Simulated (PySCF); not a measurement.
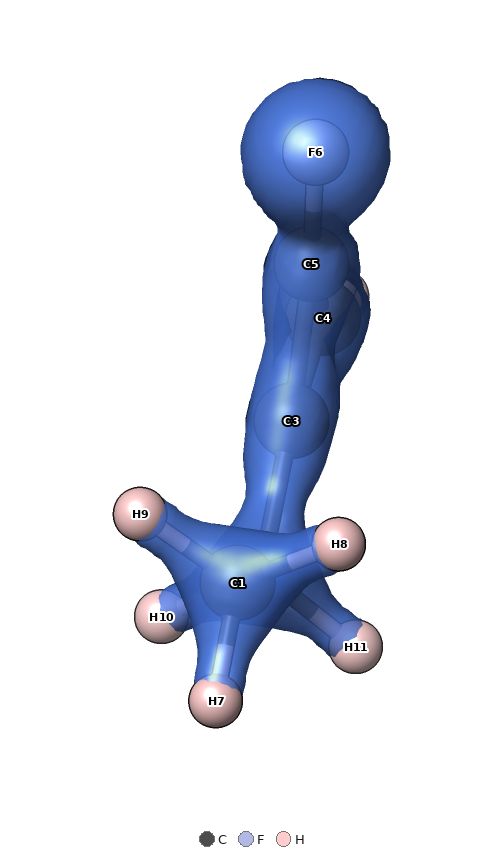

*C₅H₆F (SMILES CCc1c[c+]1F) (charge +1). Isosurface of the electron density at 1.5 e/Å³ (blue), seen at an oblique angle.*

Geometry: GFN2-xTB.

Theory: PySCF 2.14.0, PBE0/pcSseg-1, SCF density, gas phase, non-relativistic.

Input

```
{"job": {"kind": "nmr", "xc": "PBE0", "basis": "pcSseg-1"}, "charge": 1, "multiplicity": 1}
C     -1.579326     0.624832     0.024710
C     -0.685337    -0.610248     0.073112
C      0.716027    -0.337189    -0.009274
C      2.057309    -0.755048    -0.036630
C      1.769433     0.576109    -0.127154
F      2.175229     1.770462    -0.238142
H     -2.619855     0.323077     0.093583
H     -1.367333     1.295356     0.852881
H     -1.447225     1.169024    -0.906419
H     -0.935964    -1.315823    -0.734063
H     -0.861408    -1.195893     0.988427
H      2.779649    -1.545344    -0.007060
```

Run with:

```sh
OMP_NUM_THREADS=1 python probes_run.py task.json out
```

**Which contacts does the surface bridge?**

At this value the surface is in one piece. It bridges the sampled C–F (1.27 Å), C–C (1.36 Å), C–H (1.07 Å) and C–C (1.41 Å) contacts, where the density stays above the isovalue. On the grid the lowest density along these lines, outside the cores, is 2.2 e/Å³ (C–F, 1.27 Å), 2 e/Å³ (C–C, 1.36 Å), 2 e/Å³ (C–H, 1.07 Å) and 1.9 e/Å³ (C–C, 1.41 Å).
